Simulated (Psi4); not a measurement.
**HF/STO-3G run of SnNH4Cl (SMILES [NH2][SnH2][Cl])**

Aim: energy and gradient of SnNH4Cl. 

The results are computed with Psi4 1.11.

2 further runs of the same task are left out: 2 set aside as unsound or not needed.

## (1) The molecule

The species is SnNH4Cl (7 atoms), meant as a singlet with charge 0. As SMILES, `[NH2][SnH2][Cl]`. The N1–H4 distance was set to 1.312 Å, away from the relaxed value.

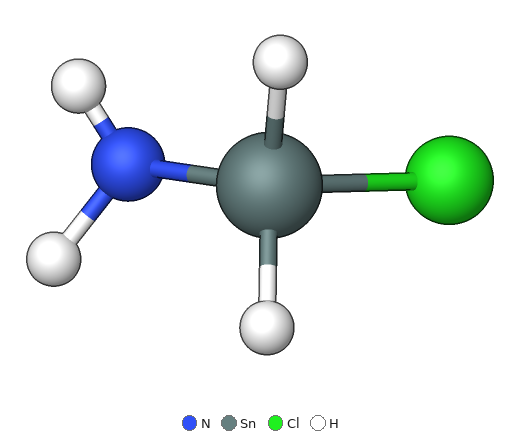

The structure, seen from a chosen angle (nitrogen blue, tin teal, chlorine green, hydrogen white).

## (2) Energy and gradient at HF/STO-3G

Contents of input.inp:

```
memory 2.2 GB

molecule m {
  0 1
  N     -1.36735480    -0.32463605    -1.73064142
  Sn     1.53356377    -0.20841789     0.69633384
  Cl     2.07043496    -4.31838324     2.21170522
  H     -3.40812107     0.91746203    -1.07052985
  H     -0.95841807     0.02553020    -3.55951836
  H      0.79751545     1.55923192     3.27675486
  H      4.27385563     0.50098529    -0.82451774
  units bohr
  symmetry c1
  no_reorient
  no_com
}

set {
  basis STO-3G
  puream true
  e_convergence 1e-09
  d_convergence 1e-08
  scf_type pk
}

energy_value, wavefunction = gradient("scf", return_wfn=True)
```

Run with:

```bash
$ psi4 -i input.inp -o input.out -n 1
```

input.out:

```text
[...]
  Running in c1 symmetry.
[...]
  Nuclear repulsion =  373.521310695790930
[...]
  Multiplicity = 1
[...]
  Nalpha       = 39
  Nbeta        = 39
[...]
    Number of basis functions: 45
[...]
   @RHF iter   1: -6473.79889621955954   -3.84411e+00   9.68340e-03 ADIIS/DIIS
[...]
   @RHF iter  10: -6473.97501766308960   -1.63709e-11   9.26580e-09 DIIS
[...]
    Orbital Energies [Eh]
    ---------------------
    Doubly Occupied:
       1A   -1029.961014     2A   -153.591393     3A   -145.421315
       4A   -145.420988     5A   -145.420882     6A   -103.579222
       7A    -29.665508     8A    -26.648469     9A    -26.647270
      10A    -26.646993    11A    -18.250535    12A    -18.250448
      13A    -18.250128    14A    -18.248831    15A    -18.248673
      16A    -15.251803    17A    -10.276319    18A     -7.719523
      19A     -7.715056    20A     -7.715048    21A     -4.870423
      22A     -3.625984    23A     -3.620948    24A     -3.620522
      25A     -1.028703    26A     -0.986139    27A     -0.948754
      28A     -0.943601    29A     -0.942669    30A     -0.933248
      31A     -0.912074    32A     -0.573403    33A     -0.517215
      34A     -0.438169    35A     -0.421932    36A     -0.394106
[...]
  @RHF Final Energy: -6473.97501766308960
   => Energetics <=
    Nuclear Repulsion Energy =            373.5213106957909304
    One-Electron Energy =               -9697.5710805448707106
    Two-Electron Energy =                2850.0747521859902918
    Total Energy =                      -6473.9750176630896021
[...]
 Multipole Moments:
 ------------------------------------------------------------------------------------
     Multipole            Electronic (a.u.)      Nuclear  (a.u.)        Total (a.u.)
 ------------------------------------------------------------------------------------
 L = 1.  Multiply by 2.5417464519 to convert [e a0] to [Debye]
 Dipole X            :       -102.9915120          103.0089312            0.0174192
 Dipole Y            :         84.8746327          -83.1026525            1.7719802
 Dipole Z            :        -58.6301777           58.1233797           -0.5067980
 Magnitude           :                                                    1.8431119
[...]
  -Total Gradient:
     Atom            X                  Y                   Z
    ------   -----------------  -----------------  -----------------
       1        0.111834138180    -0.061923093778    -0.079304090242
       2        0.001693368645    -0.013813859539     0.000605080982
       3        0.000636443945    -0.002983847871     0.001530418551
       4       -0.132921278250     0.075317159008     0.049573382296
       5        0.006340617367    -0.012051761699     0.020405976027
       6       -0.007519886676     0.011838794373     0.019290357078
       7        0.019936597648     0.003616609426    -0.012101124249
[...]
```

Run time: 1.6 s. Hardware: 1 thread of AMD EPYC 9R45 (Zen 5), shared host; peak memory 0.19 GiB.

## (3) What came out

Level: HF/STO-3G.

| quantity | value |
| --- | --- |
| total energy | -6473.97502 Eh |
| dipole moment | 4.68 D |
| HOMO energy | -8.28 eV |
| LUMO energy | 8.37 eV |
| HOMO–LUMO gap | 16.65 eV |
| largest force on an atom | 8.259 eV/Å |

What this shows: Relativity is left out although the molecule holds a heavy atom.
